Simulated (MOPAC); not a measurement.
Geometry relaxation, with input and output: CH3FIIn (charge +1) (part 2 of 2)

The same run, continued: CH3FIIn, charge +1, multiplicity 2; PM6-DH2, unrestricted, dispersion DH2 (MOPAC 23.2.5). The starting geometry was optimised with PM6-DH2.

Geometry of the input (Å):
```
F  1.1807  1.1405  1.2484
C  -0.0232  0.6026  0.9094
In 0.2921  -0.5312  -0.8905
I  -1.9839  -1.6762  -1.7036
H  -0.7374  1.4127  0.7351
H  -0.3626  -0.0477  1.7209
H  1.8432  -0.7741  -1.8510
```

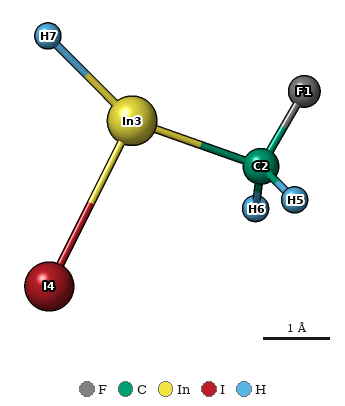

**Figure 1.** The geometry at step 22 of the log (ball-and-stick view, seen at a tilt; atoms are numbered from 1 in the order of the input).

### Trajectory as extended XYZ, continued
```
7
Properties=species:S:1:pos:R:3:forces:R:3 step=7 energy=7.92504
F     1.1618    1.1408    1.2567   -0.0220   0.0357  -0.0281
C    -0.0543    0.6256    0.9486    0.0670  -0.0185   0.0502
In    0.4035   -0.4934   -0.8655   -0.0054   0.1255   0.1012
I    -2.0673   -1.7161   -1.7343    0.2006   0.1034   0.0864
H    -0.7598    1.4469    0.7626   -0.0069  -0.0889  -0.0594
H    -0.3709   -0.0279    1.7721   -0.0941  -0.0589  -0.0946
H     1.8104   -0.8642   -2.0250   -0.1392  -0.0983  -0.0556
7
Properties=species:S:1:pos:R:3:forces:R:3 step=8 energy=7.91312
F     1.1413    1.1441    1.2837    0.1245   0.1133  -0.0488
C    -0.0600    0.6259    0.9432    0.0024  -0.1143  -0.0315
In    0.4217   -0.4931   -0.8765   -0.0373   0.1501   0.1480
I    -2.0695   -1.7122   -1.7249    0.2066   0.1087   0.0904
H    -0.7721    1.4390    0.7505    0.0044  -0.0634  -0.0933
H    -0.3852   -0.0309    1.7579   -0.1382  -0.1366  -0.0774
H     1.7768   -0.9148   -2.0844   -0.1624  -0.0579   0.0126
7
Properties=species:S:1:pos:R:3:forces:R:3 step=9 energy=7.89680
F     1.1106    1.1496    1.3197    0.1236   0.1028  -0.0954
C    -0.0671    0.6161    0.9291   -0.0987  -0.0271  -0.0490
In    0.4437   -0.4915   -0.8917   -0.0229   0.1003   0.1224
I    -2.0669   -1.7026   -1.7075    0.1705   0.0960   0.0804
H    -0.7912    1.4206    0.7157    0.1106  -0.1229  -0.0562
H    -0.4128   -0.0496    1.7282   -0.1260  -0.1502  -0.0833
H     1.7167   -0.9938   -2.1609   -0.1570   0.0012   0.0811
7
Properties=species:S:1:pos:R:3:forces:R:3 step=10 energy=7.88377
F     1.0841    1.1515    1.3408    0.0958   0.0652  -0.0951
C    -0.0730    0.6032    0.9136   -0.1326  -0.0304  -0.0411
In    0.4547   -0.4903   -0.9031    0.0244   0.0332   0.0685
I    -2.0565   -1.6896   -1.6892    0.0781   0.0563   0.0516
H    -0.8038    1.3924    0.6795    0.0819  -0.0268  -0.0177
H    -0.4406   -0.0785    1.6886   -0.0751  -0.1212  -0.0241
H     1.6587   -1.0584   -2.2070   -0.0726   0.0237   0.0579
7
Properties=species:S:1:pos:R:3:forces:R:3 step=11 energy=7.87989
F     1.0739    1.1498    1.3333    0.0544   0.0010  -0.0067
C    -0.0783    0.5903    0.9065   -0.1389  -0.0083  -0.0184
In    0.4545   -0.4887   -0.9033    0.0086  -0.0223   0.0348
I    -2.0465   -1.6804   -1.6799   -0.0039   0.0196   0.0254
H    -0.8059    1.3747    0.6593   -0.0059   0.0343   0.0333
H    -0.4566   -0.1069    1.6658    0.0081  -0.0032   0.0116
H     1.6291   -1.0811   -2.2095    0.0776  -0.0210  -0.0800
7
Properties=species:S:1:pos:R:3:forces:R:3 step=12 energy=7.87903
F     1.0738    1.1500    1.3332    0.0019  -0.0149  -0.0295
C    -0.0813    0.5913    0.9073   -0.0408  -0.0176   0.0022
In    0.4574   -0.4886   -0.9027    0.0514  -0.0497  -0.0411
I    -2.0484   -1.6811   -1.6804    0.0130   0.0273   0.0315
H    -0.8066    1.3775    0.6636   -0.0196   0.0372   0.0182
H    -0.4563   -0.1058    1.6685    0.0010  -0.0030  -0.0013
H     1.6300   -1.0830   -2.2188   -0.0069   0.0209   0.0201
7
Properties=species:S:1:pos:R:3:forces:R:3 step=13 energy=7.87864
F     1.0762    1.1490    1.3281    0.0038  -0.0193  -0.0303
C    -0.0827    0.5920    0.9091   -0.0046   0.0018  -0.0020
In    0.4562   -0.4893   -0.9013    0.0218  -0.0241  -0.0120
I    -2.0487   -1.6817   -1.6819    0.0178   0.0281   0.0320
H    -0.8056    1.3824    0.6712   -0.0276   0.0173   0.0044
H    -0.4533   -0.1033    1.6731   -0.0109  -0.0137   0.0015
H     1.6373   -1.0741   -2.2130   -0.0004   0.0100   0.0064
7
Properties=species:S:1:pos:R:3:forces:R:3 step=14 energy=7.87839
F     1.0764    1.1471    1.3215    0.0092  -0.0162   0.0000
C    -0.0859    0.5913    0.9099    0.0171   0.0052  -0.0165
In    0.4553   -0.4901   -0.9002    0.0128  -0.0090  -0.0065
I    -2.0471   -1.6804   -1.6815    0.0063   0.0213   0.0275
H    -0.8065    1.3855    0.6765   -0.0371  -0.0075  -0.0042
H    -0.4532   -0.1053    1.6749   -0.0124   0.0000  -0.0037
H     1.6401   -1.0692   -2.2107    0.0041   0.0060   0.0034
7
Properties=species:S:1:pos:R:3:forces:R:3 step=15 energy=7.87823
F     1.0735    1.1461    1.3219    0.0024  -0.0192  -0.0002
C    -0.0878    0.5899    0.9077    0.0180   0.0106  -0.0044
In    0.4562   -0.4905   -0.9014    0.0150  -0.0038  -0.0058
I    -2.0454   -1.6785   -1.6791   -0.0084   0.0140   0.0224
H    -0.8089    1.3841    0.6750   -0.0323  -0.0115  -0.0056
H    -0.4560   -0.1083    1.6711   -0.0093   0.0051  -0.0042
H     1.6360   -1.0732   -2.2141    0.0146   0.0048  -0.0022
7
Properties=species:S:1:pos:R:3:forces:R:3 step=16 energy=7.87808
F     1.0674    1.1435    1.3243    0.0075  -0.0041  -0.0074
C    -0.0915    0.5883    0.9032   -0.0024  -0.0052   0.0112
In    0.4590   -0.4911   -0.9042    0.0170   0.0076  -0.0019
I    -2.0428   -1.6751   -1.6742   -0.0321   0.0018   0.0136
H    -0.8154    1.3808    0.6709   -0.0096  -0.0124  -0.0078
H    -0.4618   -0.1127    1.6633   -0.0086   0.0074  -0.0017
H     1.6287   -1.0810   -2.2221    0.0283   0.0049  -0.0060
7
Properties=species:S:1:pos:R:3:forces:R:3 step=17 energy=7.87800
F     1.0684    1.1432    1.3234    0.0067  -0.0010  -0.0062
C    -0.0915    0.5887    0.9038   -0.0015  -0.0039   0.0049
In    0.4590   -0.4910   -0.9037    0.0106   0.0057  -0.0020
I    -2.0436   -1.6756   -1.6748   -0.0249   0.0052   0.0161
H    -0.8154    1.3813    0.6713   -0.0054  -0.0139  -0.0057
H    -0.4611   -0.1114    1.6648   -0.0117   0.0038  -0.0012
H     1.6313   -1.0783   -2.2204    0.0262   0.0041  -0.0058
7
Properties=species:S:1:pos:R:3:forces:R:3 step=18 energy=7.87782
F     1.0702    1.1399    1.3184   -0.0109   0.0247   0.0048
C    -0.0939    0.5895    0.9046    0.0157  -0.0191  -0.0201
In    0.4607   -0.4906   -0.9023   -0.0180   0.0018  -0.0039
I    -2.0459   -1.6763   -1.6753    0.0005   0.0145   0.0213
H    -0.8193    1.3809    0.6716    0.0171  -0.0110   0.0005
H    -0.4614   -0.1077    1.6685   -0.0220  -0.0111   0.0016
H     1.6435   -1.0663   -2.2151    0.0177   0.0002  -0.0042
7
Properties=species:S:1:pos:R:3:forces:R:3 step=19 energy=7.87770
F     1.0684    1.1403    1.3198   -0.0150   0.0156  -0.0022
C    -0.0942    0.5883    0.9034    0.0091  -0.0079  -0.0086
In    0.4613   -0.4908   -0.9032   -0.0092  -0.0006  -0.0072
I    -2.0452   -1.6754   -1.6740   -0.0068   0.0115   0.0195
H    -0.8200    1.3792    0.6697    0.0186  -0.0110   0.0006
H    -0.4632   -0.1092    1.6664   -0.0161  -0.0095   0.0014
H     1.6414   -1.0690   -2.2173    0.0195   0.0018  -0.0035
7
Properties=species:S:1:pos:R:3:forces:R:3 step=20 energy=7.87735
F     1.0609    1.1399    1.3212   -0.0315  -0.0037  -0.0084
C    -0.0975    0.5831    0.8987    0.0005   0.0107   0.0101
In    0.4647   -0.4923   -0.9066    0.0111  -0.0027  -0.0094
I    -2.0434   -1.6709   -1.6682   -0.0251  -0.0002   0.0094
H    -0.8255    1.3711    0.6622    0.0199   0.0008  -0.0011
H    -0.4717   -0.1141    1.6600    0.0059  -0.0090  -0.0001
H     1.6428   -1.0707   -2.2226    0.0192   0.0041  -0.0006
7
Properties=species:S:1:pos:R:3:forces:R:3 step=21 energy=7.87714
F     1.0576    1.1394    1.3206   -0.0329  -0.0058  -0.0044
C    -0.0994    0.5807    0.8969   -0.0035   0.0111   0.0107
In    0.4667   -0.4931   -0.9080    0.0141  -0.0037  -0.0091
I    -2.0434   -1.6690   -1.6656   -0.0253  -0.0019   0.0074
H    -0.8281    1.3674    0.6589    0.0185   0.0065  -0.0023
H    -0.4754   -0.1155    1.6583    0.0139  -0.0102  -0.0039
H     1.6483   -1.0672   -2.2230    0.0152   0.0039   0.0016
7
Properties=species:S:1:pos:R:3:forces:R:3 step=22 energy=7.87673
F     1.0414    1.1363    1.3191   -0.0370  -0.0006   0.0157
C    -0.1091    0.5700    0.8881   -0.0007   0.0008   0.0006
In    0.4777   -0.4969   -0.9148    0.0126   0.0032   0.0073
I    -2.0445   -1.6604   -1.6534   -0.0170  -0.0081  -0.0029
H    -0.8400    1.3519    0.6429    0.0080   0.0209  -0.0114
H    -0.4914   -0.1235    1.6493    0.0346  -0.0166  -0.0177
H     1.6757   -1.0496   -2.2250   -0.0005   0.0003   0.0083
7
Properties=species:S:1:pos:R:3:forces:R:3 step=23 energy=7.87661
F     1.0361    1.1362    1.3213   -0.0234  -0.0119   0.0022
C    -0.1110    0.5673    0.8852   -0.0163   0.0148   0.0052
In    0.4814   -0.4975   -0.9171    0.0058   0.0008   0.0087
I    -2.0452   -1.6584   -1.6500   -0.0122  -0.0070  -0.0030
H    -0.8421    1.3481    0.6367    0.0090   0.0216  -0.0040
H    -0.4951   -0.1271    1.6446    0.0369  -0.0170  -0.0154
H     1.6799   -1.0486   -2.2274    0.0001  -0.0012   0.0063
7
Properties=species:S:1:pos:R:3:forces:R:3 step=24 energy=7.87635
F     1.0380    1.1374    1.3246    0.0015  -0.0018   0.0037
C    -0.1086    0.5702    0.8863   -0.0107   0.0095  -0.0064
In    0.4806   -0.4963   -0.9163   -0.0080  -0.0006   0.0036
I    -2.0465   -1.6608   -1.6524   -0.0022   0.0016   0.0052
H    -0.8370    1.3537    0.6378   -0.0027   0.0067   0.0028
H    -0.4891   -0.1285    1.6429    0.0093  -0.0109  -0.0040
H     1.6743   -1.0534   -2.2272    0.0128  -0.0045  -0.0050
7
Properties=species:S:1:pos:R:3:forces:R:3 step=25 energy=7.87628
F     1.0355    1.1365    1.3254    0.0062   0.0007   0.0009
C    -0.1103    0.5698    0.8845    0.0019   0.0036  -0.0023
In    0.4823   -0.4967   -0.9173   -0.0114   0.0059   0.0017
I    -2.0468   -1.6598   -1.6507    0.0000   0.0008   0.0037
H    -0.8379    1.3539    0.6363   -0.0066   0.0012   0.0018
H    -0.4895   -0.1313    1.6395   -0.0008  -0.0064  -0.0022
H     1.6775   -1.0519   -2.2279    0.0106  -0.0058  -0.0034
7
Properties=species:S:1:pos:R:3:forces:R:3 step=26 energy=7.87626
F     1.0345    1.1360    1.3255    0.0042   0.0012   0.0040
C    -0.1111    0.5695    0.8836    0.0026   0.0009  -0.0034
In    0.4828   -0.4970   -0.9178   -0.0064   0.0082  -0.0025
I    -2.0467   -1.6593   -1.6498   -0.0007  -0.0003   0.0025
H    -0.8388    1.3537    0.6357   -0.0043  -0.0007   0.0022
H    -0.4901   -0.1325    1.6379   -0.0021  -0.0042  -0.0031
H     1.6800   -1.0506   -2.2276    0.0066  -0.0051   0.0003
7
Properties=species:S:1:pos:R:3:forces:R:3 step=27 energy=7.87650
F     1.0248    1.1322    1.3283   -0.0050   0.0061  -0.0176
C    -0.1172    0.5669    0.8753    0.0145  -0.0368   0.0262
In    0.4882   -0.4990   -0.9228    0.0178   0.0272  -0.0251
I    -2.0466   -1.6544   -1.6416   -0.0028  -0.0088  -0.0083
H    -0.8461    1.3503    0.6284    0.0062  -0.0066   0.0009
H    -0.4959   -0.1442    1.6221   -0.0125   0.0230   0.0051
H     1.6979   -1.0436   -2.2268   -0.0182  -0.0040   0.0188
7
Properties=species:S:1:pos:R:3:forces:R:3 step=28 energy=7.87624
F     1.0329    1.1354    1.3260    0.0002   0.0004   0.0006
C    -0.1120    0.5690    0.8822    0.0020  -0.0029   0.0010
In    0.4836   -0.4973   -0.9187    0.0009   0.0084  -0.0103
I    -2.0467   -1.6585   -1.6484   -0.0024  -0.0001   0.0034
H    -0.8401    1.3529    0.6345   -0.0011  -0.0012   0.0021
H    -0.4913   -0.1346    1.6350   -0.0026  -0.0003  -0.0004
H     1.6833   -1.0497   -2.2270    0.0029  -0.0043   0.0036
7
Properties=species:S:1:pos:R:3:forces:R:3 step=29 energy=7.87623
F     1.0316    1.1350    1.3260    0.0013  -0.0003  -0.0024
C    -0.1128    0.5682    0.8813    0.0003  -0.0032   0.0030
In    0.4845   -0.4975   -0.9194   -0.0003   0.0103  -0.0077
I    -2.0467   -1.6577   -1.6472   -0.0018  -0.0014   0.0012
H    -0.8413    1.3519    0.6334    0.0005  -0.0015   0.0020
H    -0.4926   -0.1358    1.6335   -0.0011   0.0012   0.0008
H     1.6857   -1.0490   -2.2267    0.0012  -0.0050   0.0030
7
Properties=species:S:1:pos:R:3:forces:R:3 step=30 energy=7.87622
F     1.0316    1.1349    1.3258   -0.0004  -0.0009   0.0013
C    -0.1129    0.5680    0.8815    0.0001  -0.0019  -0.0013
In    0.4846   -0.4973   -0.9195   -0.0025   0.0087  -0.0050
I    -2.0467   -1.6577   -1.6472   -0.0012  -0.0010   0.0013
H    -0.8415    1.3516    0.6336    0.0003  -0.0007   0.0015
H    -0.4929   -0.1358    1.6338    0.0013   0.0002   0.0004
H     1.6857   -1.0500   -2.2263    0.0024  -0.0044   0.0017
7
Properties=species:S:1:pos:R:3:forces:R:3 step=31 energy=7.87619
F     1.0313    1.1347    1.3261   -0.0028  -0.0018   0.0025
C    -0.1130    0.5676    0.8814   -0.0005   0.0005  -0.0032
In    0.4849   -0.4966   -0.9200   -0.0051   0.0048   0.0003
I    -2.0469   -1.6578   -1.6470    0.0004   0.0002   0.0011
H    -0.8418    1.3511    0.6342   -0.0001   0.0010   0.0005
H    -0.4935   -0.1364    1.6333    0.0046  -0.0013  -0.0005
H     1.6864   -1.0536   -2.2245    0.0035  -0.0032  -0.0006
7
Properties=species:S:1:pos:R:3:forces:R:3 step=32 energy=7.87619
F     1.0308    1.1344    1.3268   -0.0014  -0.0034   0.0040
C    -0.1131    0.5673    0.8811   -0.0031   0.0042  -0.0051
In    0.4853   -0.4957   -0.9208   -0.0055  -0.0008   0.0025
I    -2.0470   -1.6578   -1.6465    0.0020   0.0015   0.0009
H    -0.8421    1.3510    0.6349   -0.0007   0.0012  -0.0005
H    -0.4938   -0.1377    1.6320    0.0059  -0.0018  -0.0001
H     1.6875   -1.0584   -2.2223    0.0029  -0.0008  -0.0017
7
Properties=species:S:1:pos:R:3:forces:R:3 step=33 energy=7.87618
F     1.0307    1.1341    1.3273    0.0001  -0.0003  -0.0016
C    -0.1131    0.5676    0.8808   -0.0024  -0.0013   0.0016
In    0.4852   -0.4955   -0.9211   -0.0037  -0.0015   0.0023
I    -2.0470   -1.6579   -1.6464    0.0014   0.0014   0.0005
H    -0.8421    1.3514    0.6352   -0.0003   0.0008  -0.0020
H    -0.4935   -0.1382    1.6311    0.0029   0.0002   0.0014
H     1.6879   -1.0598   -2.2214    0.0021   0.0007  -0.0021
7
Properties=species:S:1:pos:R:3:forces:R:3 step=34 energy=7.87618
F     1.0309    1.1341    1.3271   -0.0001  -0.0002  -0.0005
C    -0.1131    0.5677    0.8809   -0.0009   0.0000   0.0003
In    0.4850   -0.4958   -0.9209   -0.0014   0.0008   0.0004
I    -2.0469   -1.6578   -1.6465    0.0003   0.0007   0.0004
H    -0.8419    1.3515    0.6349   -0.0003  -0.0001  -0.0004
H    -0.4932   -0.1379    1.6315    0.0011  -0.0003   0.0007
H     1.6881   -1.0579   -2.2218    0.0013  -0.0007  -0.0009
7
Properties=species:S:1:pos:R:3:forces:R:3 step=35 energy=7.87618
F     1.0308    1.1340    1.3270    0.0002  -0.0005  -0.0005
C    -0.1132    0.5676    0.8808   -0.0010   0.0004   0.0001
In    0.4850   -0.4958   -0.9210   -0.0009   0.0002   0.0001
I    -2.0469   -1.6578   -1.6464    0.0003   0.0005   0.0001
H    -0.8420    1.3515    0.6348   -0.0002  -0.0004  -0.0002
H    -0.4932   -0.1380    1.6315    0.0011   0.0000   0.0006
H     1.6884   -1.0579   -2.2217    0.0005  -0.0002  -0.0003
7
Properties=species:S:1:pos:R:3:forces:R:3 step=36 energy=7.87618
F     1.0307    1.1339    1.3269    0.0000   0.0004  -0.0003
C    -0.1133    0.5675    0.8807    0.0003  -0.0004   0.0004
In    0.4850   -0.4958   -0.9210    0.0007  -0.0001  -0.0004
I    -2.0468   -1.6577   -1.6463   -0.0003   0.0001  -0.0003
H    -0.8421    1.3514    0.6346   -0.0003  -0.0003   0.0002
H    -0.4932   -0.1380    1.6315    0.0003   0.0001  -0.0001
H     1.6889   -1.0577   -2.2214   -0.0007   0.0002   0.0005
```
